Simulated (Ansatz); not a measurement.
**AlBH2 (triplet): wB97M-V, B2PLYP over vertical spin and charge gaps, def2-QZVPP**

How well do these functionals follow the top wave-function level for AlBH2 (triplet) over vertical spin and charge gaps?

Method: def2-QZVPP, all electrons in the functionals, frozen cores in the correlation of double hybrids and RPA; program: Ansatz 0.2.0, Gaussian basis.

The runs, in order: wB97M-V, B2PLYP, at charge 0, triplet; charge 0, singlet; charge 0, quintet; charge 1, doublet; charge 1, quartet.

2 further runs of the same task are left out: 2 set aside as unsound or not needed.

### 1 The geometry

The geometry is a PBE0/def2-TZVP stationary point (not a proven minimum).

4 atoms, charge 0, spin multiplicity 3.

Atoms are counted from 1 here; the program's logs count them from 0.

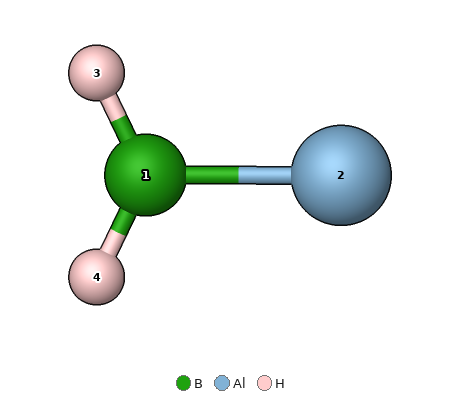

The geometry (boron green, aluminium light blue, hydrogen pink); atoms are numbered from 1 in the order of the file.

No dispersion term is added; wB97M-V holds VV10 nonlocal correlation.

The geometry shown and the zero of energy belong to the point charge 0, triplet. The yardstick, UCCSD(T), and other wave-function levels (R restricted, U unrestricted, valence and pair active spaces) come from earlier runs.

### 2 wB97M-V, charge 0, triplet

The input, in.yaml:

```yaml
crystal:
  periodic: [false, false, false]
  atoms:
    - {symbol: B, position_ang: [0.000000, 0.000000, 1.368886]}
    - {symbol: Al, position_ang: [0.000000, 0.000000, -0.689391]}
    - {symbol: H, position_ang: [0.000000, 1.077612, 1.885924]}
    - {symbol: H, position_ang: [0.000000, -1.077612, 1.885924]}
basis:
  gaussian: {orbitals: "def2-QZVPP.json"}
magnetization: {spin_polarized: true, initial_magnetization: 2}
hamiltonian: {xc: {name: wB97M-V}}
output: {orbitals: {seedname: orbitals}}
```

Command:

```
ansatz run in.yaml --threads 1 --pin off --events-out ev --progress --plain --max-ram 2393MiB
```

Standard output, cut to the lines that bear on the results:

```text
Functional definition: wB97M-V
  name "wB97M-V"
  cite "Mardirossian & Head-Gordon, J. Chem. Phys. 144, 214110 (2016) doi:10.1063/1.4952647"
  cite "Becke, J. Chem. Phys. 107, 8554 (1997) doi:10.1063/1.475007"
  cite "Vydrov & Van Voorhis, J. Chem. Phys. 133, 244103 (2010) doi:10.1063/1.3521275"
  # Of w^i u^j: cxij and so on, Table III.
[...]
  gx(w, u) = 1 - cx + cx01*u + cx10*w
  gss(w, u) = css00 + css04*u^4 + css10*w + css20*w^2 + css43*w^4*u^3
  gos(w, u) = cos00 + cos10*w + (cos20 + cos21*u)*w^2 + (cos60 + cos61*u)*w^6
[...]
      + integral(e_c_pw_mod_opposite_spin*gos(b97_w_opposite, b97_u_opposite)) + vv10(b, c)
683 factors; their error is unknown
204 factors; integrals over basis functions are off by at most 3.1e-5 eV
[...]
mean field -7302.24918217 eV, -268.3527078025 hartree, gradient 5.2e-5 eV, S^2 2.005437; 0 other end points of the search recorded, 0 dependent functions left out
reference -7302.24923168 eV, -268.3527096218 hartree; 11, 9 occupied and 176, 178 virtual orbitals, 683 factors
Total energy: -7302.24923168 eV, -268.3527096218 hartree
```

Run time: 16 s. Hardware: 1 thread of Arm Neoverse V2, shared host; peak memory 0.44 GiB.

From the report: ⟨S²⟩ of the determinant 2.005 (pure triplet: 2.00).

### 3 wB97M-V, charge 0, singlet

in.yaml, as its differences from that of step 2:

```diff
@@ -9,3 +9,3 @@
   gaussian: {orbitals: "def2-QZVPP.json"}
-magnetization: {spin_polarized: true, initial_magnetization: 2}
+magnetization: {spin_polarized: true, initial_magnetization: 0}
 hamiltonian: {xc: {name: wB97M-V}}
```

The command is unchanged.

Standard output, cut to the lines that bear on the results:

```text
Functional definition: wB97M-V
  name "wB97M-V"
  cite "Mardirossian & Head-Gordon, J. Chem. Phys. 144, 214110 (2016) doi:10.1063/1.4952647"
  cite "Becke, J. Chem. Phys. 107, 8554 (1997) doi:10.1063/1.475007"
  cite "Vydrov & Van Voorhis, J. Chem. Phys. 133, 244103 (2010) doi:10.1063/1.3521275"
  # Of w^i u^j: cxij and so on, Table III.
[...]
  gx(w, u) = 1 - cx + cx01*u + cx10*w
  gss(w, u) = css00 + css04*u^4 + css10*w + css20*w^2 + css43*w^4*u^3
  gos(w, u) = cos00 + cos10*w + (cos20 + cos21*u)*w^2 + (cos60 + cos61*u)*w^6
[...]
      + integral(e_c_pw_mod_opposite_spin*gos(b97_w_opposite, b97_u_opposite)) + vv10(b, c)
683 factors; their error is unknown
204 factors; integrals over basis functions are off by at most 3.1e-5 eV
[...]
mean field -7302.34911894 eV, -268.3563804110 hartree, gradient 4.2e-6 eV, S^2 0.231885; 8 other end points of the search recorded, 0 dependent functions left out
reference -7302.34916859 eV, -268.3563822358 hartree; 10, 10 occupied and 177, 177 virtual orbitals, 683 factors
Total energy: -7302.34916859 eV, -268.3563822358 hartree
```

Wall time 76 s (1 thread of Arm Neoverse V2, shared host); peak memory 0.62 GiB.

From the report: ⟨S²⟩ of the determinant 0.232 (pure singlet: 0.00).

From charge 0, triplet: -2.3 kcal/mol.

### 4 wB97M-V, charge 0, quintet

in.yaml, as its differences from that of step 3:

```diff
@@ -9,3 +9,3 @@
   gaussian: {orbitals: "def2-QZVPP.json"}
-magnetization: {spin_polarized: true, initial_magnetization: 0}
+magnetization: {spin_polarized: true, initial_magnetization: 4}
 hamiltonian: {xc: {name: wB97M-V}}
```

Same command.

Standard output, cut to the lines that bear on the results:

```text
Functional definition: wB97M-V
  name "wB97M-V"
  cite "Mardirossian & Head-Gordon, J. Chem. Phys. 144, 214110 (2016) doi:10.1063/1.4952647"
  cite "Becke, J. Chem. Phys. 107, 8554 (1997) doi:10.1063/1.475007"
  cite "Vydrov & Van Voorhis, J. Chem. Phys. 133, 244103 (2010) doi:10.1063/1.3521275"
  # Of w^i u^j: cxij and so on, Table III.
[...]
  gx(w, u) = 1 - cx + cx01*u + cx10*w
  gss(w, u) = css00 + css04*u^4 + css10*w + css20*w^2 + css43*w^4*u^3
  gos(w, u) = cos00 + cos10*w + (cos20 + cos21*u)*w^2 + (cos60 + cos61*u)*w^6
[...]
      + integral(e_c_pw_mod_opposite_spin*gos(b97_w_opposite, b97_u_opposite)) + vv10(b, c)
683 factors; their error is unknown
204 factors; integrals over basis functions are off by at most 3.1e-5 eV
[...]
mean field -7297.66396189 eV, -268.1842040652 hartree, gradient 3.4e-5 eV, S^2 6.001386; 1 other end points of the search recorded, 0 dependent functions left out
reference -7297.66401082 eV, -268.1842058634 hartree; 12, 8 occupied and 175, 179 virtual orbitals, 683 factors
Total energy: -7297.66401082 eV, -268.1842058634 hartree
```

Wall time 17 s (1 thread of Arm Neoverse V2, shared host); peak memory 0.44 GiB.

From the report: ⟨S²⟩ of the determinant 6.001 (pure quintet: 6.00).

From charge 0, triplet: +105.7 kcal/mol.

### 5 wB97M-V, charge 1, doublet

in.yaml, as its differences from that of step 4:

```diff
@@ -9,3 +9,4 @@
   gaussian: {orbitals: "def2-QZVPP.json"}
-magnetization: {spin_polarized: true, initial_magnetization: 4}
+total_charge: 1
+magnetization: {spin_polarized: true, initial_magnetization: 1}
 hamiltonian: {xc: {name: wB97M-V}}
```

Same command.

Standard output, cut to the lines that bear on the results:

```text
Functional definition: wB97M-V
  name "wB97M-V"
  cite "Mardirossian & Head-Gordon, J. Chem. Phys. 144, 214110 (2016) doi:10.1063/1.4952647"
  cite "Becke, J. Chem. Phys. 107, 8554 (1997) doi:10.1063/1.475007"
  cite "Vydrov & Van Voorhis, J. Chem. Phys. 133, 244103 (2010) doi:10.1063/1.3521275"
  # Of w^i u^j: cxij and so on, Table III.
[...]
  gx(w, u) = 1 - cx + cx01*u + cx10*w
  gss(w, u) = css00 + css04*u^4 + css10*w + css20*w^2 + css43*w^4*u^3
  gos(w, u) = cos00 + cos10*w + (cos20 + cos21*u)*w^2 + (cos60 + cos61*u)*w^6
[...]
      + integral(e_c_pw_mod_opposite_spin*gos(b97_w_opposite, b97_u_opposite)) + vv10(b, c)
683 factors; their error is unknown
204 factors; integrals over basis functions are off by at most 3.1e-5 eV
[...]
mean field -7295.15818335 eV, -268.0921184024 hartree, gradient 2.0e-5 eV, S^2 0.754862; 2 other end points of the search recorded, 0 dependent functions left out
reference -7295.15823361 eV, -268.0921202493 hartree; 10, 9 occupied and 177, 178 virtual orbitals, 683 factors
Total energy: -7295.15823361 eV, -268.0921202493 hartree
```

Run time: 32 s. Hardware: 1 thread of Arm Neoverse V2, shared host; peak memory 0.48 GiB.

From the report: ⟨S²⟩ of the determinant 0.755 (pure doublet: 0.75).

From charge 0, triplet: +163.5 kcal/mol.

### 6 wB97M-V, charge 1, quartet

in.yaml, as its differences from that of step 5:

```diff
@@ -10,3 +10,3 @@
 total_charge: 1
-magnetization: {spin_polarized: true, initial_magnetization: 1}
+magnetization: {spin_polarized: true, initial_magnetization: 3}
 hamiltonian: {xc: {name: wB97M-V}}
```

Launched as before.

Standard output, cut to the lines that bear on the results:

```text
Functional definition: wB97M-V
  name "wB97M-V"
  cite "Mardirossian & Head-Gordon, J. Chem. Phys. 144, 214110 (2016) doi:10.1063/1.4952647"
  cite "Becke, J. Chem. Phys. 107, 8554 (1997) doi:10.1063/1.475007"
  cite "Vydrov & Van Voorhis, J. Chem. Phys. 133, 244103 (2010) doi:10.1063/1.3521275"
  # Of w^i u^j: cxij and so on, Table III.
[...]
  gx(w, u) = 1 - cx + cx01*u + cx10*w
  gss(w, u) = css00 + css04*u^4 + css10*w + css20*w^2 + css43*w^4*u^3
  gos(w, u) = cos00 + cos10*w + (cos20 + cos21*u)*w^2 + (cos60 + cos61*u)*w^6
[...]
      + integral(e_c_pw_mod_opposite_spin*gos(b97_w_opposite, b97_u_opposite)) + vv10(b, c)
683 factors; their error is unknown
204 factors; integrals over basis functions are off by at most 3.1e-5 eV
[...]
mean field -7291.35667855 eV, -267.9524156778 hartree, gradient 3.7e-5 eV, S^2 3.751349; 2 other end points of the search recorded, 0 dependent functions left out
reference -7291.35673026 eV, -267.9524175780 hartree; 11, 8 occupied and 176, 179 virtual orbitals, 683 factors
Total energy: -7291.35673026 eV, -267.9524175780 hartree
```

Wall time 19 s (1 thread of Arm Neoverse V2, shared host); peak memory 0.44 GiB.

From the report: ⟨S²⟩ of the determinant 3.751 (pure quartet: 3.75).

From charge 0, triplet: +251.2 kcal/mol.

### 7 B2PLYP, charge 0, triplet

in.yaml, as its differences from that of step 6:

```diff
@@ -9,5 +9,4 @@
   gaussian: {orbitals: "def2-QZVPP.json"}
-total_charge: 1
-magnetization: {spin_polarized: true, initial_magnetization: 3}
-hamiltonian: {xc: {name: wB97M-V}}
-output: {orbitals: {seedname: orbitals}}
+magnetization: {spin_polarized: true, initial_magnetization: 2}
+hamiltonian: {xc: {name: B2PLYP}}
+correlation: {electrons: outside_noble_gas}
```

The command is unchanged.

Standard output, cut to the lines that bear on the results:

```text
Functional definition: B2PLYP
  name "B2PLYP"
  cite "Grimme, J. Chem. Phys. 124, 034108 (2006) doi:10.1063/1.2148954"
  cite "Becke, Phys. Rev. A 38, 3098 (1988) doi:10.1103/PhysRevA.38.3098"
  cite "Lee, Yang & Parr, Phys. Rev. B 37, 785 (1988) doi:10.1103/PhysRevB.37.785"
[...]
1100 factors; integrals over basis functions are off by at most 7.1e-4 eV
[...]
mean field -7297.93156418 eV, -268.1940382679 hartree, gradient 3.3e-6 eV, S^2 2.014083; 1 other end points of the search recorded, 0 dependent functions left out
6 core orbitals not correlated: weight in the atoms' cores, before any rotation towards them, 1.000 or more for the frozen orbitals, at most 0.000 for the correlated occupied ones
reference -7297.93170595 eV, -268.1940434778 hartree; 5, 3 occupied and 176, 178 virtual orbitals, 1100 factors
second order -5.42730990 eV of doubles, -0.00000000 eV of singles
Total energy: -7299.39707962 eV, -268.2478949670 hartree
```

It took 13 s on 1 thread of Arm Neoverse V2, shared host; peak memory 0.39 GiB.

From the report: ⟨S²⟩ of the determinant 2.014 (pure triplet: 2.00).

### 8 B2PLYP, charge 0, singlet

in.yaml, as its differences from that of step 7:

```diff
@@ -9,3 +9,3 @@
   gaussian: {orbitals: "def2-QZVPP.json"}
-magnetization: {spin_polarized: true, initial_magnetization: 2}
+magnetization: {spin_polarized: true, initial_magnetization: 0}
 hamiltonian: {xc: {name: B2PLYP}}
```

The command is unchanged.

Standard output, cut to the lines that bear on the results:

```text
Functional definition: B2PLYP
  name "B2PLYP"
  cite "Grimme, J. Chem. Phys. 124, 034108 (2006) doi:10.1063/1.2148954"
  cite "Becke, Phys. Rev. A 38, 3098 (1988) doi:10.1103/PhysRevA.38.3098"
  cite "Lee, Yang & Parr, Phys. Rev. B 37, 785 (1988) doi:10.1103/PhysRevB.37.785"
[...]
1100 factors; integrals over basis functions are off by at most 7.1e-4 eV
[...]
mean field -7298.08405797 eV, -268.1996423113 hartree, gradient 3.0e-6 eV, S^2 0.747154; 14 other end points of the search recorded, 0 dependent functions left out
6 core orbitals not correlated: weight in the atoms' cores, before any rotation towards them, 1.000 or more for the frozen orbitals, at most 0.000 for the correlated occupied ones
reference -7298.08419862 eV, -268.1996474803 hartree; 4, 4 occupied and 177, 177 virtual orbitals, 1100 factors
second order -5.11286955 eV of doubles, -0.00000000 eV of singles
Total energy: -7299.46467340 eV, -268.2503789927 hartree
```

Run time: 59 s. Hardware: 1 thread of Arm Neoverse V2, shared host; peak memory 0.52 GiB.

From the report: ⟨S²⟩ of the determinant 0.747 (pure singlet: 0.00). The determinant is far from a pure spin state, so its energy mixes those of several spin states (harmless only where they are near-degenerate, as at dissociation).

From charge 0, triplet: -1.6 kcal/mol.

### 9 B2PLYP, charge 0, quintet

in.yaml, as its differences from that of step 8:

```diff
@@ -9,3 +9,3 @@
   gaussian: {orbitals: "def2-QZVPP.json"}
-magnetization: {spin_polarized: true, initial_magnetization: 0}
+magnetization: {spin_polarized: true, initial_magnetization: 4}
 hamiltonian: {xc: {name: B2PLYP}}
```

Launched as before.

Standard output, cut to the lines that bear on the results:

```text
Functional definition: B2PLYP
  name "B2PLYP"
  cite "Grimme, J. Chem. Phys. 124, 034108 (2006) doi:10.1063/1.2148954"
  cite "Becke, Phys. Rev. A 38, 3098 (1988) doi:10.1103/PhysRevA.38.3098"
  cite "Lee, Yang & Parr, Phys. Rev. B 37, 785 (1988) doi:10.1103/PhysRevB.37.785"
[...]
1100 factors; integrals over basis functions are off by at most 7.1e-4 eV
[...]
mean field -7293.90429424 eV, -268.0460388276 hartree, gradient 7.6e-6 eV, S^2 6.003620; 2 other end points of the search recorded, 0 dependent functions left out
6 core orbitals not correlated: weight in the atoms' cores, before any rotation towards them, 1.000 or more for the frozen orbitals, at most 0.000 for the correlated occupied ones
reference -7293.90443975 eV, -268.0460441747 hartree; 6, 2 occupied and 175, 179 virtual orbitals, 1100 factors
second order -4.16018616 eV of doubles, -0.00000000 eV of singles
Total energy: -7295.02769001 eV, -268.0873228605 hartree
```

It took 11 s on 1 thread of Arm Neoverse V2, shared host; peak memory 0.39 GiB.

From the report: ⟨S²⟩ of the determinant 6.004 (pure quintet: 6.00).

From charge 0, triplet: +100.8 kcal/mol.

### 10 B2PLYP, charge 1, doublet

in.yaml, as its differences from that of step 9:

```diff
@@ -9,3 +9,4 @@
   gaussian: {orbitals: "def2-QZVPP.json"}
-magnetization: {spin_polarized: true, initial_magnetization: 4}
+total_charge: 1
+magnetization: {spin_polarized: true, initial_magnetization: 1}
 hamiltonian: {xc: {name: B2PLYP}}
```

Launched as before.

Standard output, cut to the lines that bear on the results:

```text
Functional definition: B2PLYP
  name "B2PLYP"
  cite "Grimme, J. Chem. Phys. 124, 034108 (2006) doi:10.1063/1.2148954"
  cite "Becke, Phys. Rev. A 38, 3098 (1988) doi:10.1103/PhysRevA.38.3098"
  cite "Lee, Yang & Parr, Phys. Rev. B 37, 785 (1988) doi:10.1103/PhysRevB.37.785"
[...]
1100 factors; integrals over basis functions are off by at most 7.1e-4 eV
[...]
mean field -7291.05359397 eV, -267.9412775247 hartree, gradient 1.2e-6 eV, S^2 0.763471; 6 other end points of the search recorded, 0 dependent functions left out
6 core orbitals not correlated: weight in the atoms' cores, before any rotation towards them, 1.000 or more for the frozen orbitals, at most 0.000 for the correlated occupied ones
reference -7291.05373258 eV, -267.9412826186 hartree; 4, 3 occupied and 177, 178 virtual orbitals, 1100 factors
second order -4.38464552 eV of doubles, -0.00000000 eV of singles
Total energy: -7292.23758687 eV, -267.9847884613 hartree
```

It took 35 s on 1 thread of Arm Neoverse V2, shared host; peak memory 0.52 GiB.

From the report: ⟨S²⟩ of the determinant 0.763 (pure doublet: 0.75).

From charge 0, triplet: +165.1 kcal/mol.

### 11 B2PLYP, charge 1, quartet

in.yaml, as its differences from that of step 10:

```diff
@@ -10,3 +10,3 @@
 total_charge: 1
-magnetization: {spin_polarized: true, initial_magnetization: 1}
+magnetization: {spin_polarized: true, initial_magnetization: 3}
 hamiltonian: {xc: {name: B2PLYP}}
```

The command is unchanged.

Standard output, cut to the lines that bear on the results:

```text
Functional definition: B2PLYP
  name "B2PLYP"
  cite "Grimme, J. Chem. Phys. 124, 034108 (2006) doi:10.1063/1.2148954"
  cite "Becke, Phys. Rev. A 38, 3098 (1988) doi:10.1103/PhysRevA.38.3098"
  cite "Lee, Yang & Parr, Phys. Rev. B 37, 785 (1988) doi:10.1103/PhysRevB.37.785"
[...]
1100 factors; integrals over basis functions are off by at most 7.1e-4 eV
[...]
mean field -7287.59885032 eV, -267.8143180373 hartree, gradient 7.4e-6 eV, S^2 3.753960; 4 other end points of the search recorded, 0 dependent functions left out
6 core orbitals not correlated: weight in the atoms' cores, before any rotation towards them, 1.000 or more for the frozen orbitals, at most 0.000 for the correlated occupied ones
reference -7287.59899126 eV, -267.8143232167 hartree; 5, 2 occupied and 176, 179 virtual orbitals, 1100 factors
second order -3.87764581 eV of doubles, -0.00000000 eV of singles
Total energy: -7288.64595563 eV, -267.8527984475 hartree
```

Wall time 14 s (1 thread of Arm Neoverse V2, shared host); peak memory 0.42 GiB.

From the report: ⟨S²⟩ of the determinant 3.754 (pure quartet: 3.75).

From charge 0, triplet: +247.9 kcal/mol.

### 12 The comparison

No level is safe as a reference over these points; UCCSD(T) serves as a yardstick only. It comes from earlier runs at the same points. Energies in kcal/mol, counted from charge 0, triplet; blanks weren't run or aren't comparable.

```tsv
level	triplet to singlet	triplet to quintet	ionisation to the doublet cation	ionisation to the quartet cation
UCCSD(T)		95.0	167.6	247.2
wB97M-V	-2.3	105.7	163.5	251.2
B2PLYP	-1.6	100.8	165.1	247.9
```

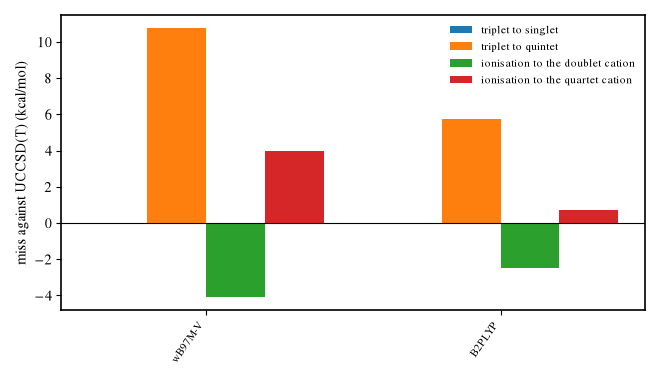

Misses of the gaps against UCCSD(T).

Largest miss and mean time a point (UCCSD(T) took 24 s a point; shared hosts):

```tsv
level	largest miss (kcal/mol)	where	time a point
wB97M-V	+10.7	triplet to quintet	32 s
B2PLYP	+5.8	triplet to quintet	26 s
```

### 13 Outcome

| quantity | value |
| --- | --- |
| triplet to quintet, UCCSD(T) | 95.0 kcal/mol |
| ionisation to the doublet cation, UCCSD(T) | 167.6 kcal/mol |
| ionisation to the quartet cation, UCCSD(T) | 247.2 kcal/mol |
| largest miss, wB97M-V | +10.7 kcal/mol (triplet to quintet) |
| largest miss, B2PLYP | +5.8 kcal/mol (triplet to quintet) |

What this shows: Misses are known at 3 of 4 points at best, and only functionals with that many are ranked. Of the functionals, B2PLYP keep the smallest largest miss at the points compared (at most 5.8 kcal/mol) and wB97M-V strays most (10.7 kcal/mol, at triplet to quintet). B2PLYP clearly breaks the spin symmetry at some points (⟨S²⟩ up to 0.75 above the pure value), so energy there is bought with a mixed spin. Functionals and the yardstick converge differently with the basis, so part of each miss in def2-QZVPP is the basis. The yardstick itself may be off where one determinant is a poor start.
